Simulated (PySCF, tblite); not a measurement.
# C5H7NO2Si: geometry, infrared bands and NMR shifts

Wanted: the infrared bands and NMR shifts of C5H7NO2Si (`CO[C@@H](C#N)[SiH2]C=C=O`), by calculation.

The runs use tblite 0.8.0 and PySCF 2.14.0, with density-fitted response routines of our own; the level of theory stands in each step. All values are computed, except where a source is named. Atoms count from 0, in the outputs and in this text.

**1. The starting structure**

16 atoms, charge 0, multiplicity 1; geometry from: force field or distance geometry start.

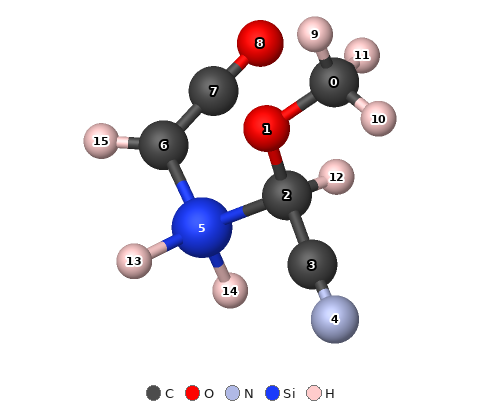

The starting geometry (carbon dark grey, oxygen red, nitrogen light blue, silicon blue, hydrogen pink), atoms numbered; sticks join atoms by distance.

**2. Relaxing the molecule with GFN2-xTB**

Job settings and geometry (Å):

```
{"job": {"kind": "relax", "xc": "GFN2-xTB", "basis": "xTB"}, "charge": 0, "multiplicity": 1}
C     -2.006400     1.259900     0.032200
O     -0.965900     0.675900    -0.730200
C     -0.500600    -0.587000    -0.156000
C     -1.352200    -1.697100    -0.636400
N     -2.023400    -2.590400    -0.963100
Si     1.313200    -0.986800    -0.561000
C      2.438700     0.357100    -0.068700
C      2.151600     1.037300     1.000400
O      1.857100     1.626900     1.964800
H     -2.318600     2.187000    -0.461900
H     -2.884000     0.594400     0.079200
H     -1.673700     1.505400     1.043600
H     -0.569800    -0.520700     0.945200
H      1.506500    -1.229800    -2.015800
H      1.725400    -2.216500     0.154300
H      3.294500     0.593200    -0.661900
```

On the command line:

```bash
OMP_NUM_THREADS=1 python probes_run.py task.json out
```

One launch serves the whole session: the jobs run in the order shown.

The log of the run:

```text
step      E/eV     max force
  0    -733.60141    2.566
  1    -733.62699    6.118
  2    -733.72843    1.435
  3    -733.76136    0.563
  4    -733.77252    0.303
  5    -733.78539    0.764
  6    -733.79016    1.268
  7    -733.79947    0.243
  8    -733.80477    0.273
  9    -733.81198    0.522
 10    -733.81929    0.493
 11    -733.82600    0.234
 12    -733.83024    0.139
 13    -733.83300    0.196
 14    -733.83533    0.184
 15    -733.83796    0.140
 16    -733.84082    0.183
 17    -733.84383    0.203
 18    -733.84726    0.240
 19    -733.85152    0.179
 20    -733.85615    0.181
 21    -733.86005    0.165
 22    -733.86300    0.130
 23    -733.86564    0.130
 24    -733.86856    0.133
 25    -733.87129    0.143
 26    -733.87299    0.086
 27    -733.87384    0.078
 28    -733.87459    0.080
 29    -733.87563    0.108
 30    -733.87678    0.109
 31    -733.87775    0.071
 32    -733.87853    0.073
 33    -733.87937    0.076
 34    -733.88033    0.107
 35    -733.88117    0.083
 36    -733.88182    0.050
 37    -733.88246    0.068
 38    -733.88341    0.101
 39    -733.88470    0.125
 40    -733.88598    0.091
 41    -733.88694    0.085
 42    -733.88777    0.080
 43    -733.88881    0.128
 44    -733.89009    0.145
 45    -733.89117    0.092
 46    -733.89184    0.064
 47    -733.89236    0.063
 48    -733.89305    0.108
 49    -733.89404    0.150
 50    -733.89516    0.132
 51    -733.89624    0.091
 52    -733.89717    0.077
 53    -733.89822    0.089
 54    -733.89889    0.090
 55    -733.89962    0.060
 56    -733.90013    0.061
 57    -733.90057    0.047
 58    -733.90090    0.044
 59    -733.90117    0.042
 60    -733.90140    0.034
 61    -733.90164    0.038
 62    -733.90185    0.034
 63    -733.90203    0.031
 64    -733.90219    0.029
 65    -733.90239    0.048
 66    -733.90266    0.046
 67    -733.90300    0.050
 68    -733.90336    0.047
 69    -733.90365    0.043
 70    -733.90387    0.047
 71    -733.90407    0.038
 72    -733.90433    0.045
 73    -733.90472    0.052
 74    -733.90525    0.052
 75    -733.90580    0.055
 76    -733.90625    0.063
 77    -733.90665    0.067
 78    -733.90729    0.112
 79    -733.90824    0.081
 80    -733.90956    0.099
 81    -733.90982    0.090
 82    -733.91010    0.040
 83    -733.91022    0.049
 84    -733.91043    0.039
 85    -733.91054    0.029
 86    -733.91067    0.029
 87    -733.91085    0.038
 88    -733.91110    0.046
 89    -733.91134    0.041
 90    -733.91153    0.038
 91    -733.91169    0.039
 92    -733.91186    0.032
 93    -733.91202    0.034
 94    -733.91216    0.026
 95    -733.91221    0.044
 96    -733.91229    0.023
 97    -733.91234    0.029
 98    -733.91249    0.033
 99    -733.91260    0.037
100    -733.91280    0.036
101    -733.91298    0.034
102    -733.91314    0.030
103    -733.91326    0.026
104    -733.91336    0.034
105    -733.91345    0.030
106    -733.91351    0.065
107    -733.91357    0.030
108    -733.91361    0.031
109    -733.91364    0.028
110    -733.91366    0.017
111    -733.91368    0.016
112    -733.91370    0.011
113    -733.91372    0.013
114    -733.91377    0.022
115    -733.91384    0.032
116    -733.91395    0.034
117    -733.91404    0.023
118    -733.91409    0.020
119    -733.91411    0.039
120    -733.91414    0.021
121    -733.91419    0.012
122    -733.91423    0.011
123    -733.91428    0.021
124    -733.91435    0.035
125    -733.91446    0.049
126    -733.91467    0.054
127    -733.91492    0.044
128    -733.91510    0.025
129    -733.91519    0.022
130    -733.91524    0.028
131    -733.91528    0.030
132    -733.91533    0.029
133    -733.91539    0.021
134    -733.91544    0.017
135    -733.91551    0.020
136    -733.91559    0.026
137    -733.91568    0.029
138    -733.91576    0.026
139    -733.91583    0.028
140    -733.91589    0.034
141    -733.91596    0.027
142    -733.91601    0.022
143    -733.91606    0.025
144    -733.91612    0.025
145    -733.91620    0.024
146    -733.91628    0.029
147    -733.91633    0.017
148    -733.91637    0.019
149    -733.91639    0.013
150    -733.91642    0.009
```

Wall time 1.9 s (1 thread of Arm Neoverse N1, shared host).

Relaxation path: (not every step is listed)

| step | energy from step 0 (eV) | largest force (eV/Å) |
| --- | --- | --- |
| 0 | 0.0000 | 2.5662 |
| 1 | -0.0256 | 6.1180 |
| 2 | -0.1270 | 1.4354 |
| 3 | -0.1599 | 0.5625 |
| 4 | -0.1711 | 0.3026 |
| 5 | -0.1840 | 0.7639 |
| 6 | -0.1888 | 1.2675 |
| 7 | -0.1981 | 0.2427 |
| 8 | -0.2034 | 0.2727 |
| 21 | -0.2586 | 0.1650 |
| 34 | -0.2789 | 0.1066 |
| 47 | -0.2910 | 0.0629 |
| 60 | -0.3000 | 0.0338 |
| 73 | -0.3033 | 0.0520 |
| 86 | -0.3093 | 0.0295 |
| 99 | -0.3112 | 0.0368 |
| 112 | -0.3123 | 0.0112 |
| 125 | -0.3130 | 0.0489 |
| 138 | -0.3143 | 0.0259 |
| 145 | -0.3148 | 0.0238 |
| 146 | -0.3149 | 0.0286 |
| 147 | -0.3149 | 0.0166 |
| 148 | -0.3150 | 0.0188 |
| 149 | -0.3150 | 0.0127 |
| 150 | -0.3150 | 0.0091 |

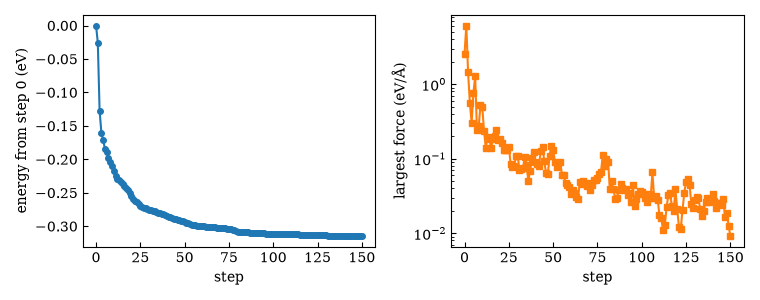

Energy and largest force along the relaxation.

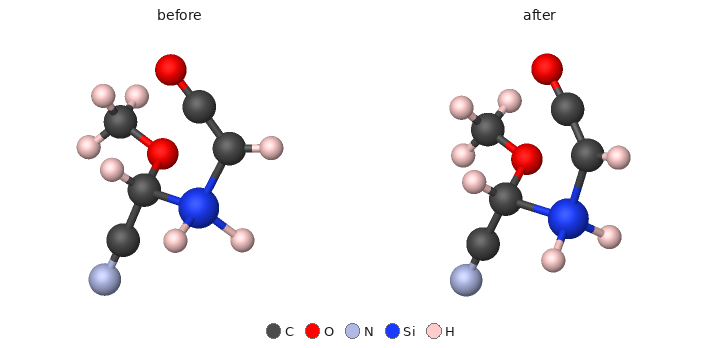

Before and after, at one scale.

Distances of close pairs at the start and the end, largest changes first:

| bond | before (Å) | after (Å) | change (Å) |
| --- | --- | --- | --- |
| Si5–C6 | 1.821 | 1.875 | +0.054 |
| O1–C2 | 1.463 | 1.418 | -0.045 |
| C2–C3 | 1.479 | 1.436 | -0.043 |
| C2–Si5 | 1.901 | 1.928 | +0.027 |
| Si5–H13 | 1.488 | 1.462 | -0.025 |
| C3–N4 | 1.164 | 1.145 | -0.019 |
| Si5–H14 | 1.481 | 1.467 | -0.014 |
| C0–O1 | 1.416 | 1.407 | -0.009 |

The end geometry stands in the next job.

**3. Harmonic vibrations with GFN2-xTB**

Job settings and geometry (Å):

```
{"job": {"kind": "ir", "xc": "GFN2-xTB", "basis": "xTB"}, "charge": 0, "multiplicity": 1}
C     -1.846057     1.203551     0.090353
O     -0.717303     0.594988    -0.488070
C     -0.445954    -0.714091    -0.014007
C     -1.396415    -1.685212    -0.478373
N     -2.141923    -2.457646    -0.876786
Si     1.323623    -1.026898    -0.712826
C      2.384783     0.286677     0.101889
C      1.862160     1.287555     0.731043
O      1.345666     2.143879     1.317955
H     -1.925458     2.190084    -0.361844
H     -2.758223     0.630802    -0.111457
H     -1.721919     1.308874     1.175376
H     -0.446373    -0.738091     1.088058
H      1.258551    -0.877644    -2.165872
H      1.768352    -2.364609    -0.306276
H      3.448892     0.226724    -0.024372
```

The log of the run:

```text
mode    cm-1     km/mol
  1      24.5      4.27
  2      54.1      2.10
  3      65.3      0.49
  4      94.6      3.58
  5     122.4      1.70
  6     141.3      6.88
  7     174.2      1.93
  8     204.3      5.17
  9     251.8      6.02
 10     361.0      7.64
 11     430.4     15.90
 12     447.5      9.58
 13     477.0     71.03
 14     518.4     32.62
 15     523.6     44.01
 16     553.2     19.09
 17     595.9     24.65
 18     674.9    122.54
 19     735.6     17.35
 20     763.6    276.76
 21     784.0    219.84
 22     947.5     52.24
 23    1019.4     23.07
 24    1026.3     69.78
 25    1092.7     45.11
 26    1105.0     58.73
 27    1134.6      3.26
 28    1178.5      9.25
 29    1266.8      7.92
 30    1346.0     30.23
 31    1406.5      0.59
 32    1467.5      5.21
 33    1484.8      2.79
 34    2238.4    363.47
 35    2263.5   1355.60
 36    2281.7    175.95
 37    2386.8    220.51
 38    2820.8     50.95
 39    2912.1     44.66
 40    2936.6     39.71
 41    3034.3     13.58
 42    3122.3      2.68
```

Wall time 1 s (1 thread of Arm Neoverse N1, shared host).

Which atoms move in the most intense modes:

| cm⁻¹ | km/mol | atoms |
| --- | --- | --- |
| 477 | 71.0 | C7 22 %, H13 21 %, H14 20 %, Si5 11 % |
| 675 | 122.5 | H14 39 %, H13 32 %, C6 13 % |
| 764 | 276.8 | H14 44 %, H13 36 %, Si5 11 % |
| 784 | 219.8 | C6 35 %, Si5 29 %, H15 10 % |
| 2238 | 363.5 | H14 95 % |
| 2264 | 1355.6 | C7 62 %, O8 18 %, H13 12 % |
| 2282 | 175.9 | H13 84 % |
| 2387 | 220.5 | C3 59 %, N4 40 % |

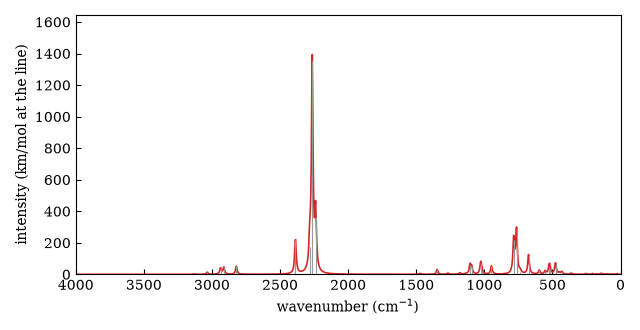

The infrared spectrum from these modes, unscaled. Lines are broadened to a width of 14 cm⁻¹ (Lorentzian).

**4. NMR shieldings: PBE0/pcSseg-1**

The job, as its differences from that of step 3:

```diff
@@ -1,2 +1,2 @@
-{"job": {"kind": "ir", "xc": "GFN2-xTB", "basis": "xTB"}, "charge": 0, "multiplicity": 1}
+{"job": {"kind": "nmr", "xc": "PBE0", "basis": "pcSseg-1"}, "charge": 0, "multiplicity": 1}
 C     -1.846057     1.203551     0.090353
```

Level: GIAO PBE0/pcSseg-1 NMR shielding, non-relativistic, gas phase.

The log of the run:

```text
coarse grid: 14632 points
cycle   1  E = -688.5209403632  dE =  1.363e+00  |g| = 8.675e-01  |ddm| = 3.791e+00
cycle   2  E = -688.1188127537  dE =  4.021e-01  |g| = 1.691e+00  |ddm| = 1.850e+00
cycle   3  E = -688.6552991429  dE = -5.365e-01  |g| = 2.639e-01  |ddm| = 1.306e+00
cycle   4  E = -688.6693359696  dE = -1.404e-02  |g| = 9.006e-02  |ddm| = 2.373e-01
cycle   5  E = -688.6709893815  dE = -1.653e-03  |g| = 2.095e-02  |ddm| = 7.830e-02
cycle   6  E = -688.6710795346  dE = -9.015e-05  |g| = 5.986e-03  |ddm| = 2.075e-02
cycle   7  E = -688.6710842714  dE = -4.737e-06  |g| = 3.242e-03  |ddm| = 5.195e-03
cycle   8  E = -688.6710862858  dE = -2.014e-06  |g| = 8.831e-04  |ddm| = 2.690e-03
final grid: 138984 points
cycle   9  E = -688.7453391095  dE = -8.565e-06  |g| = 1.565e-02  |ddm| = 2.550e-02
cycle  10  E = -688.7452223347  dE =  1.168e-04  |g| = 2.948e-02  |ddm| = 2.664e-02
cycle  11  E = -688.7453812412  dE = -1.589e-04  |g| = 3.865e-03  |ddm| = 1.905e-02
cycle  12  E = -688.7453842502  dE = -3.009e-06  |g| = 5.291e-04  |ddm| = 2.646e-03
cycle  13  E = -688.7453843012  dE = -5.101e-08  |g| = 1.453e-04  |ddm| = 5.608e-04
cycle  14  E = -688.7453843055  dE = -4.340e-09  |g| = 3.492e-05  |ddm| = 1.375e-04
cycle  15  E = -688.7453843057  dE = -1.630e-10  |g| = 2.195e-05  |ddm| = 3.949e-05
converged SCF energy = -688.7453843057

GIAO shielding tensors (ppm)
atom      isotropic    diamagn.    paramagn.     s11        s22        s33       span
  0 C      124.975     246.366    -121.391     89.053    102.303    183.569     94.516
  1 O      314.394     400.875     -86.481    292.484    309.107    341.591     49.107
  2 C      127.549     253.345    -125.796     99.405    108.555    174.688     75.283
  3 C       65.681     260.714    -195.032    -50.627    -48.056    295.727    346.354
  4 N      -48.726     340.753    -389.479   -223.505   -184.575    261.900    485.405
  5 Si     386.716     880.373    -493.657    363.183    382.365    414.600     51.417
  6 C      193.755     265.749     -71.994    160.150    183.765    237.350     77.200
  7 C        4.597     261.161    -256.564   -103.159    -66.760    183.710    286.869
  8 O       21.364     403.112    -381.748   -181.620    104.816    140.896    322.516
  9 H       27.805      30.066      -2.261     23.861     24.984     34.571     10.709
 10 H       27.779      29.918      -2.138     23.801     26.056     33.482      9.681
 11 H       28.568      31.408      -2.840     24.283     27.060     34.361     10.078
 12 H       28.065      33.234      -5.169     24.690     28.599     30.906      6.216
 13 H       26.840      28.954      -2.115     23.611     24.976     31.931      8.320
 14 H       26.982      28.393      -1.411     23.428     25.172     32.346      8.918
 15 H       30.194      27.112       3.082     24.436     28.305     37.841     13.405
```

Wall time 71 s (1 thread of Arm Neoverse N1, shared host); peak memory 0.91 GiB.

The references, computed at this level on geometries of the same kind, shield at (ppm): 1H TMS 31.72, 13C TMS 186.9, 29Si TMS 349.2, 15N NH3 267.7, 17O H2O 336.1. Their shielding less the atom's gives the shift. The references are single molecules in the gas phase, so shifts against H2O, NH3, PH3, H3PO4 or CFCl3 are not on the usual liquid scales and can be off by tens of ppm. Atoms listed in one row are averaged.

| atoms | environment | σ (ppm) | δ (ppm) | δ scaled to CDCl3 |
| --- | --- | --- | --- | --- |
| C7 | central carbon of a ketene | 4.6 | 182.3 | 176.0 |
| C3 | nitrile carbon | 65.7 | 121.2 | 116.4 |
| C0 | methyl carbon bonded to O | 125.0 | 61.9 | 58.5 |
| C2 | sp3 CH bonded to O and Si, α to a nitrile | 127.5 | 59.4 | 56.0 |
| C6 | terminal carbon of a ketene | 193.8 | -6.8 | -8.6 |
| H13 | hydrogen on a silicon bonded to 2 C | 26.84 | 4.88 | – |
| H14 | hydrogen on a silicon bonded to 2 C | 26.98 | 4.73 | – |
| H9, H10, H11 | hydrogen on a methyl carbon bonded to O | 28.05 | 3.67 | 3.56 |
| H12 | hydrogen on an sp3 CH bonded to O and Si, α to a nitrile | 28.06 | 3.65 | 3.55 |
| H15 | hydrogen on a terminal carbon of a ketene | 30.19 | 1.52 | 1.54 |
| O8 | carbonyl oxygen | 21.4 | 314.7 | – |
| O1 | ether oxygen | 314.4 | 21.7 | – |
| N4 | nitrile nitrogen | -48.7 | 316.5 | – |
| Si5 | silicon bonded to 2 C, 2 H | 386.7 | -37.6 | – |

The scaled column applies a straight-line fit of computed shieldings to shifts measured in CDCl3 (root-mean-square error 0.16 ppm for H, 1.9 ppm for C).

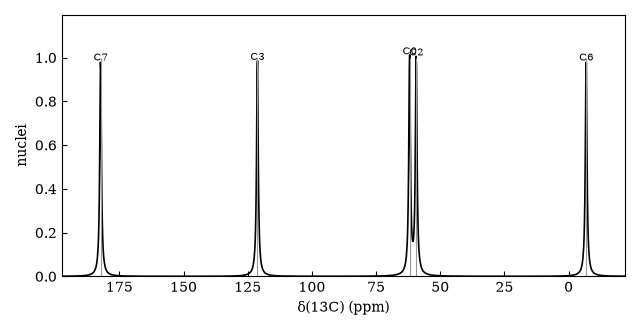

13C lines at the computed shifts, without couplings. Lines are broadened to a width of 0.76 ppm (Lorentzian).

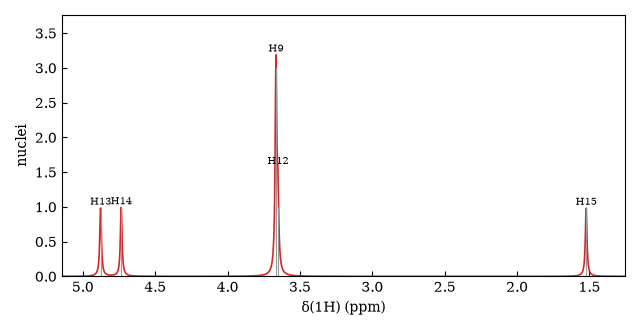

1H lines at the computed shifts, without couplings. Lines are broadened to a width of 0.01 ppm (Lorentzian).

Charges from the same density, by scheme (e):

| atoms | Mulliken | IAO | Hirshfeld | ESP fit |
| --- | --- | --- | --- | --- |
| C0 | -0.03 | -0.21 | -0.04 | -0.33 |
| O1 | -0.51 | -0.38 | -0.12 | -0.11 |
| C2 | -0.25 | -0.22 | -0.02 | -0.55 |
| C3 | 0.11 | 0.12 | 0.07 | 0.50 |
| N4 | -0.24 | -0.24 | -0.22 | -0.48 |
| Si5 | 0.83 | 0.85 | 0.36 | 0.70 |
| C6 | -0.64 | -0.68 | -0.22 | -0.96 |
| C7 | 0.39 | 0.47 | 0.20 | 0.66 |
| O8 | -0.28 | -0.29 | -0.15 | -0.32 |

IAO charges:

C0 -0.21; O1 -0.38; C2 -0.22; C3 0.12; N4 -0.24; Si5 0.85; C6 -0.68; C7 0.47; O8 -0.29; H9 0.17; H10 0.14; H11 0.13; H12 0.16; H13 -0.11; H14 -0.12; H15 0.21

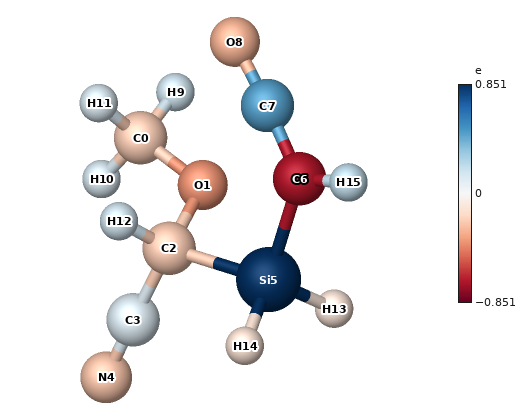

IAO charges, as colours on the atoms.

Mayer bond orders: C0–O1 0.91, O1–C2 0.90, C2–C3 1.00, C3–N4 3.03, C2–Si5 0.79, Si5–C6 0.84, C6–C7 1.75, C7–O8 2.13.

Orbitals, density, ELF and potential are computed afterwards from the orbital file.

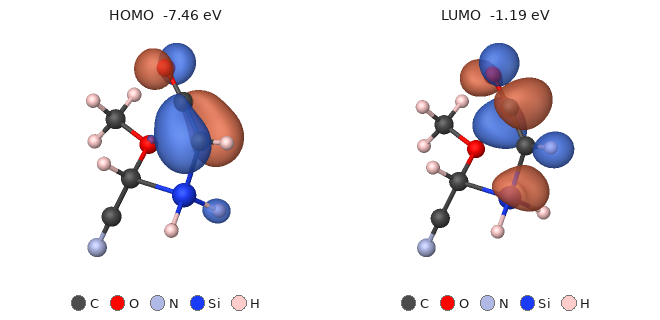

Frontier orbitals at PBE0/pcSseg-1; each surface holds 70 % of the orbital's density, blue and red mark the sign.

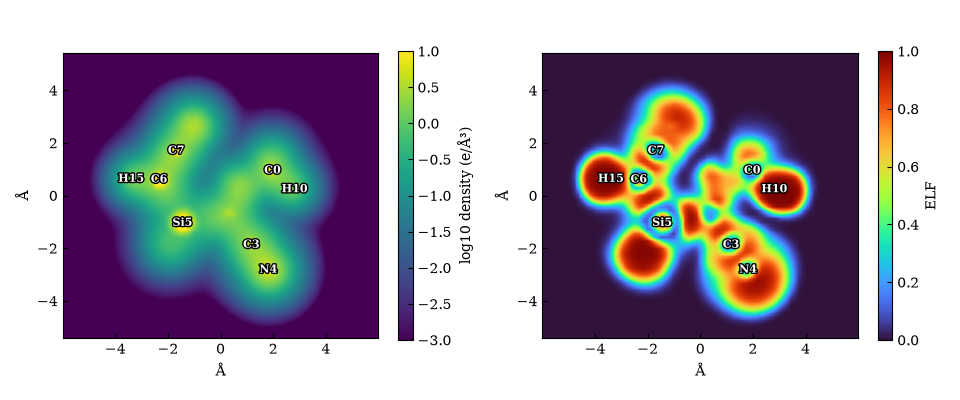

Density (left) and ELF (right) in a plane through or near 8 of the atoms.

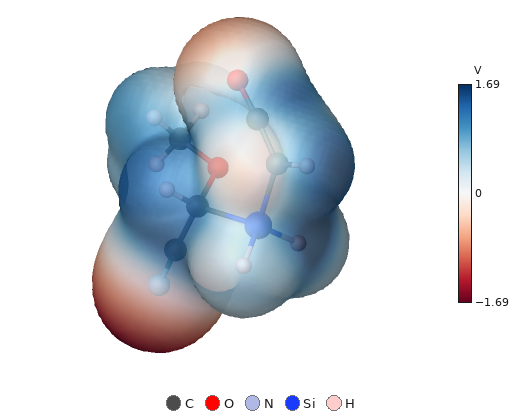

The potential that a unit positive charge feels on the 0.002 e/bohr³ surface, from -1.69 V near N4 to 1.56 V near H15.

**5. What came out**

| quantity | value |
| --- | --- |
| strongest single infrared mode (GFN2-xTB) | 2264 cm⁻¹, 1356 km/mol |
| zero-point energy (GFN2-xTB) | 66.4 kcal/mol |
| 13C shifts against TMS (PBE0/pcSseg-1) | 182.3, 121.2, 61.9, 59.4, -6.8 ppm |
| 1H shifts against TMS (PBE0/pcSseg-1, means over atoms taken as alike) | 4.88, 4.73, 3.67, 3.65, 1.52 ppm |
| 17O shifts against H2O (PBE0/pcSseg-1) | 314.7, 21.7 ppm |
| 15N shifts against NH3 (PBE0/pcSseg-1) | 316.5 ppm |
| 29Si shifts against TMS (PBE0/pcSseg-1) | -37.6 ppm |
| surface potential, least and greatest | -1.69 V and 1.56 V |

**Reading.** Over 150 steps the energy fell by 0.315 eV; of the close pairs, Si5–C6 changed most, 1.821 to 1.875 Å. No mode is imaginary among the 42: a minimum at this level. The strongest single mode, at 2264 cm⁻¹, moves mainly C7. GFN2-xTB is a fitted tight-binding method: band positions and strengths are rough. Its intensities can rank the bands wrongly. At PBE0/pcSseg-1: Shielding is most anisotropic at N4 (span 485 ppm, paramagnetic term -389 ppm). At PBE0/pcSseg-1, counted by nearest atom on the grid, the HOMO lies on C6 46 %; O8 22 %, the LUMO on C7 43 %; O8 24 %.
